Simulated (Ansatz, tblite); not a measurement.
# [SnH5]-: spin states and exact exchange

Is the singlet the ground state of [SnH5]-? Other spin states are computed and compared level by level.

Method: as each input shows; program: Ansatz 0.2.0, Gaussian basis.

Levels to be run: triplet, at the geometry of the singlet (GFN1-xTB, GFN2-xTB, PBE0-D4/def2-TZVPD, PBE-D4/def2-TZVPD, r2SCAN-D4/def2-TZVPD); the singlet's energies come from earlier runs.

1 further run of the same task is left out (set aside as unsound or not needed).

## 1. The structure

The singlet was relaxed beforehand with PBE0-D4/def2-TZVPD.

6 atoms, charge -1, spin multiplicity 1.

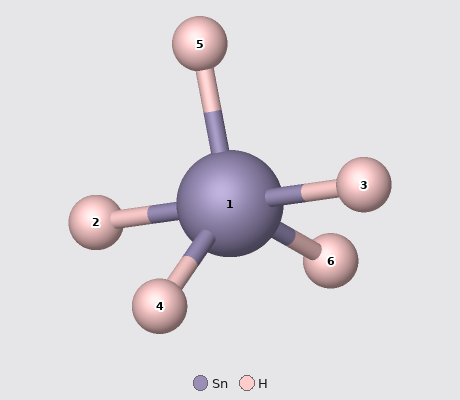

The structure; tin purple, hydrogen pink; atoms are numbered from 1 in the order of the file.

Geometry (Å):

```
Sn    0.00001   -0.00002   -0.00001
H    -0.01977   -0.00747    1.87616
H     0.01969    0.00790   -1.87619
H     1.76674    0.01172    0.01855
H    -0.89386    1.52406   -0.00328
H    -0.87281   -1.53618   -0.01522
```

Sn takes a core potential in the def2 sets. No spin-orbit coupling is included. The ion is computed in the gas phase, without counter-ions or solvent.

## 2. Triplet at the fixed geometry, GFN1-xTB

Tight binding, by tblite at 300 K electronic temperature and without a spin-polarisation term:

```python
tblite.interface.Calculator('GFN1-xTB', numbers, positions, charge=-1, uhf=2).singlepoint()
```

Energy -138.6032 eV; 0.001 s.

## 3. Triplet at the fixed geometry, GFN2-xTB

Tight binding, by tblite at 300 K electronic temperature and without a spin-polarisation term:

```python
tblite.interface.Calculator('GFN2-xTB', numbers, positions, charge=-1, uhf=2).singlepoint()
```

Energy -125.4523 eV; 0.001 s.

## 4. Triplet at the fixed geometry, PBE0-D4/def2-TZVPD

in.yaml

```yaml
crystal:
  periodic: [false, false, false]
  atoms:
    - {symbol: Sn, position_ang: [0.000006, -0.000023, -0.000014]}
    - {symbol: H, position_ang: [-0.019773, -0.007465, 1.876155]}
    - {symbol: H, position_ang: [0.019685, 0.007903, -1.876193]}
    - {symbol: H, position_ang: [1.766737, 0.011716, 0.018546]}
    - {symbol: H, position_ang: [-0.893858, 1.524060, -0.003278]}
    - {symbol: H, position_ang: [-0.872807, -1.536180, -0.015216]}
basis:
  gaussian: {orbitals: def2-TZVPD}
total_charge: -1
magnetization: {spin_polarized: true, initial_magnetization: 2}
hamiltonian: {xc: pbe0, dispersion: d4}
scf: {omitted_lower_state_checks: [starts]}
output: {orbitals: {seedname: orbitals}}
```

Run with:

```sh
> ansatz run in.yaml --threads 4 --pin off --events-out ev --progress --plain --max-ram 3916MiB
```

What it wrote:

```text
Functional definition: PBE0
  name "PBE0"
  cite "Adamo & Barone, J. Chem. Phys. 110, 6158 (1999) doi:10.1063/1.478522"
  cite "Perdew, Burke & Ernzerhof, Phys. Rev. Lett. 77, 3865 (1996) doi:10.1103/PhysRevLett.77.3865"
  parent pbe
  parameter a = 0.25
  parameter kappa = 0.804
  parameter beta = 0.06672455060314922
  exchange = (1 - a)*pbe_x(kappa = kappa, mu = beta*pi^2/3) + a*exact_x
  correlation = pbe_c(beta = beta)
these checks for a lower state are left out or cut short: starts
743 factors; their error is unknown
mean field evaluation 1: about -5907.7172 eV, gradient 1.2e1 eV
mean field evaluation 2: about -5907.8864 eV, gradient 1.2e1 eV
mean field evaluation 4: about -5908.3599 eV, gradient 2.3e-1 eV
mean field evaluation 8: about -5908.4362 eV, gradient 2.2e-2 eV
mean field evaluation 16: about -5908.4362 eV, gradient 8.4e-5 eV
mean field -5908.43623002 eV, -217.1310265714 hartree, gradient 1.1e-5 eV, S^2 2.020317; 0 other end points of the search recorded, 0 dependent functions left out
reference -5908.43626495 eV, -217.1310278551 hartree; 15, 13 occupied and 86, 88 virtual orbitals, 743 factors
Total energy: -5908.53029365 eV, -217.1344833461 hartree
Checks for a lower state left out: starts
```

Run time: 1.1 s. Hardware: 4 threads of Arm Neoverse V2, shared host.

Report: HOMO 1.86 eV, LUMO 0.45 eV (over both spins; with the spin held, an empty level of the minority spin lies below the top filled one); ⟨S²⟩ 2.020 (pure: 2.00). Doubts: highest occupied level lies above zero.

## 5. Triplet at the fixed geometry, PBE-D4/def2-TZVPD

start.molden holds the orbitals of an earlier run on this state, given as this run's starting guess.

in.yaml, as its differences from that of step 4:

```diff
@@ -10,6 +10,6 @@
 basis:
-  gaussian: {orbitals: def2-TZVPD}
+  gaussian: {orbitals: def2-TZVPD, initial_orbitals: start.molden}
 total_charge: -1
 magnetization: {spin_polarized: true, initial_magnetization: 2}
-hamiltonian: {xc: pbe0, dispersion: d4}
+hamiltonian: {xc: pbe, dispersion: d4}
 scf: {omitted_lower_state_checks: [starts]}
```

The command is unchanged.

What it wrote:

```text
Functional definition: PBE
  name "PBE"
  cite "Perdew, Burke & Ernzerhof, Phys. Rev. Lett. 77, 3865 (1996) doi:10.1103/PhysRevLett.77.3865"
  parent pbe
  parameter kappa = 0.804
  parameter beta = 0.06672455060314922
  exchange = pbe_x(kappa = kappa, mu = beta*pi^2/3)
  correlation = pbe_c(beta = beta)
these checks for a lower state are left out or cut short: starts
659 factors; their error is unknown
mean field evaluation 1: about -5908.2658 eV, gradient 3.2e0 eV
mean field evaluation 2: about -5908.3161 eV, gradient 5.2e-2 eV
mean field evaluation 4: about -5908.3102 eV, gradient 2.1e-4 eV
mean field -5908.31022077 eV, -217.1263958166 hartree, gradient 1.4e-5 eV, S^2 2.009518; 0 other end points of the search recorded, 0 dependent functions left out
reference -5908.31026788 eV, -217.1263975481 hartree; 15, 13 occupied and 86, 88 virtual orbitals, 659 factors
Total energy: -5908.42344889 eV, -217.1305568733 hartree
Checks for a lower state left out: starts
```

Run time: 0.85 s. Hardware: 4 threads of Arm Neoverse V2, shared host.

HOMO 2.25 eV, LUMO -0.16 eV (over both spins; with the spin held, an empty level of the minority spin lies below the top filled one); ⟨S²⟩ 2.010 (pure: 2.00). Doubts: highest occupied level lies above zero.

## 6. Triplet at the fixed geometry, r2SCAN-D4/def2-TZVPD

in.yaml, as its differences from that of step 5:

```diff
@@ -13,3 +13,3 @@
 magnetization: {spin_polarized: true, initial_magnetization: 2}
-hamiltonian: {xc: pbe, dispersion: d4}
+hamiltonian: {xc: r2scan, dispersion: d4}
 scf: {omitted_lower_state_checks: [starts]}
```

The command is unchanged.

What it wrote:

```text
Functional definition: r2SCAN
  name "r2SCAN"
  cite "Furness, Kaplan, Ning, Perdew & Sun, J. Phys. Chem. Lett. 11, 8208 (2020) doi:10.1021/acs.jpclett.0c02405"
  cite "Furness, Kaplan, Ning, Perdew & Sun, J. Phys. Chem. Lett. 11, 9248 (2020) doi:10.1021/acs.jpclett.0c03077"
  parent r2scan
  parameter k0 = 0.174
  parameter k1 = 0.065
  parameter a1 = 4.9479
  exchange = r2scan_x(k0 = k0, k1 = k1, a1 = a1)
  correlation = r2scan_c
these checks for a lower state are left out or cut short: starts
659 factors; their error is unknown
mean field evaluation 1: about -5910.7192 eV, gradient 2.8e0 eV
mean field evaluation 2: about -5910.7471 eV, gradient 3.5e-2 eV
mean field evaluation 4: about -5910.7438 eV, gradient 2.5e-4 eV
mean field -5910.74384683 eV, -217.2158299249 hartree, gradient 2.1e-5 eV, S^2 2.023856; 0 other end points of the search recorded, 0 dependent functions left out
reference -5910.74387451 eV, -217.2158309422 hartree; 15, 13 occupied and 86, 88 virtual orbitals, 659 factors
Total energy: -5910.77018460 eV, -217.2167978202 hartree
Checks for a lower state left out: starts
```

Wall time 1.8 s (4 threads of Arm Neoverse V2, shared host).

HOMO 2.17 eV, LUMO 0.02 eV (over both spins; with the spin held, an empty level of the minority spin lies below the top filled one); ⟨S²⟩ 2.024 (pure: 2.00). Doubts: highest occupied level lies above zero.

## 7. Triplet less singlet, vertical

The singlet's energies are those of its earlier runs, whose logs aren't repeated here.

```csv
level,"triplet less singlet, vertical (kJ/mol)",time
GFN1-xTB,+617.9,0.003 s
GFN2-xTB,+438.1,0.002 s
PBE-D4/def2-TZVPD,+242.8,1.4 s
r2SCAN-D4/def2-TZVPD,+255.7,2.8 s
PBE0-D4/def2-TZVPD,+271.9,1.7 s
```

Times add the two runs; a level without a time comes out of a correlated run. Tight binding without a spin term can't rank spin states.

## 8. Outcome

| quantity | value |
| --- | --- |
| triplet less singlet, vertical, functionals in def2-TZVPD | +242.8 (PBE-D4) to +271.9 kJ/mol (PBE0-D4) |

All functionals put the triplet above the singlet, over a spread of 29.1 kJ/mol. The checks for a lower triplet were left out, so another state of that spin may lie lower. These are electronic energies, without zero-point motion, entropy or surroundings.

The anion's highest level is positive in at least one run, so there the basis alone may hold the extra electron.
